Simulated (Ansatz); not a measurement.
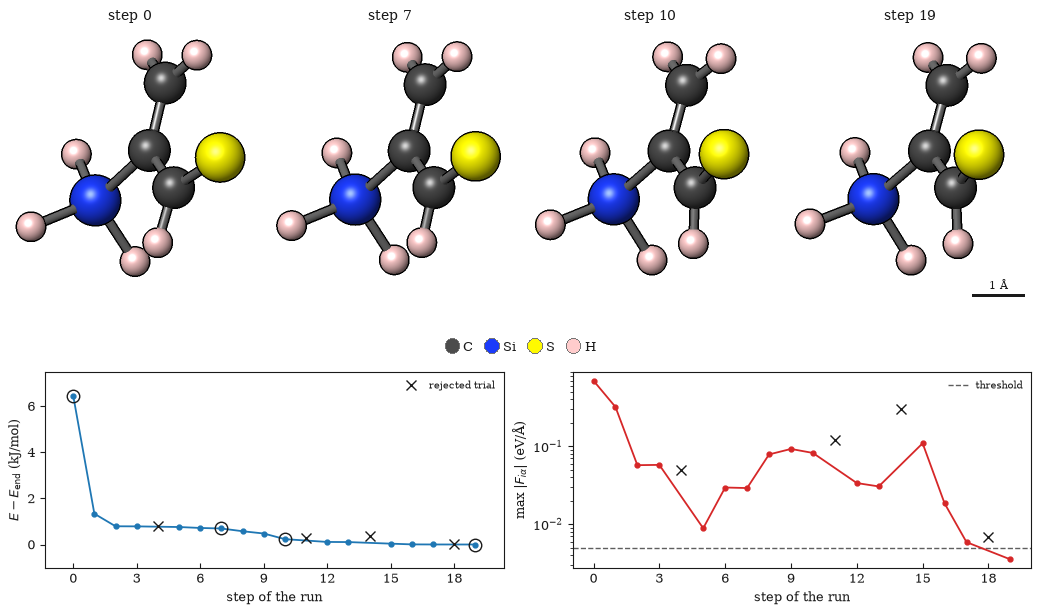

Frames of a relaxation of C3H6SSi, marked on the history of the run. Style: ball-and-stick. Shown from a free direction.

The start comes from PBE-D4/def2-SVP.

Computed with Ansatz 0.2.0, RKS PBE0-D4/def2-TZVP. Set-up: force threshold 0.005 eV/Å; at most 150 steps.

### Describe the path.

The largest moves after the best rigid fit, 0.44 Å, are those of S and H atoms. By element the largest moves are S 0.44 Å, H 0.43 Å, C 0.06 Å, Si 0.06 Å. Among the contacts that change: C–S 1.642 → 1.617 Å, C–C 1.360 → 1.339 Å, C–Si 1.897 → 1.876 Å, H–Si 1.506 → 1.486 Å. Groups turn about C–C by about 25°. The energy falls by 6.46 kJ/mol in 15 accepted moves (19 points after the start). Largest force component: 0.7 eV/Å at the start, 0.0035 eV/Å at the end. The line search rejected the trial steps at points 4, 11, 14, 18 of the run. From step 0 to 7: the S atom moves most (0.09 Å), energy −5.76 kJ/mol. From step 7 to 10: S and H atoms move most (0.25 Å), energy −0.46 kJ/mol. From step 10 to 19: S and H atoms move most (0.10 Å), energy −0.23 kJ/mol.
